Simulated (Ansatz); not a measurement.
## Profile along the Zn–S line in ZnS (wurtzite)

ZnS (wurtzite)

```
ZnS
1.0
    3.78232     0.00000     0.00000
   -1.89116     3.27559     0.00000
    0.00000     0.00000     6.20791
Zn S
2 2
Direct
  0.66667   0.33333   0.99967
  0.33333   0.66667   0.49967
  0.66667   0.33333   0.62553
  0.33333   0.66667   0.12553
```

Fields along a shortest Zn–S line of a (1 -1 0 0) plane (2.32 Å), from Zn to S, interpolated on the slice's grid (step about 0.3 Å). The numbers are results of PBEsol (plane waves to 420 eV, PAW, scalar-relativistic; Ansatz, a first-principles code), not measurements. k mesh 10×10×6. Near the nuclei the fields are pseudised (PAW); where an atom keeps semicore shells as valence, they peak there. The PAW data are Ansatz's earlier set. ZnS was relaxed with its symmetry unable to fall.

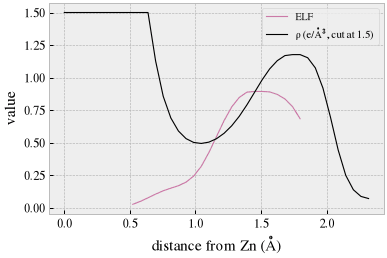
ELF (away from the nuclei) and valence density from Zn to S.

Density on the Zn–S line (2.32 Å) at its density minimum, 1.0 Å from Zn: 0.49 e/Å³. ELF at that point: 0.32. ELF maximum in the middle third of the Zn–S line: 0.89, 1.5 Å from Zn.
